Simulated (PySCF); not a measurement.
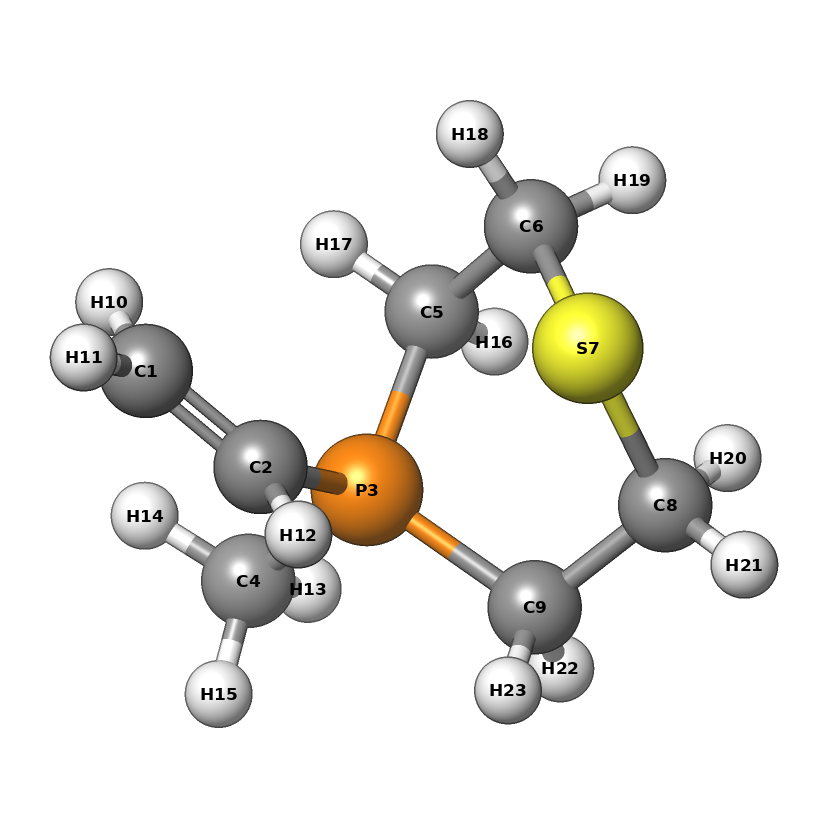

The species has charge +1 and is a spin singlet. The geometry was computed by an optimisation with GFN2-xTB. No frequency run is at hand to confirm it as a minimum. Electric field gradients from the ground-state density, PBE0/pcSseg-1 (PySCF 2.14.0), non-relativistic apart from any core potentials.

Give the largest field-gradient component, the quadrupole coupling constant and the asymmetry for 33S at S7 (Q = −67.81 mb), 2H at H10 (Q = 2.86 mb), 2H at H11 (Q = 2.86 mb), 2H at H12 (Q = 2.86 mb), 2H at H13 (Q = 2.86 mb).

| atom | V_zz (a.u.) | e²qQ/h (MHz) | η |
| --- | --- | --- | --- |
| S7 | −2.876 | 45.8 | 0.64 |
| H10 | 0.327 | 0.219 | 0.05 |
| H11 | 0.327 | 0.220 | 0.03 |
| H12 | 0.320 | 0.215 | 0.09 |
| H13 | 0.305 | 0.205 | 0.03 |

The geometry is semi-empirical. Around P such bond lengths and angles can be off by a tenth of an ångström or more and by several degrees, and values that hang on the shape move with them.
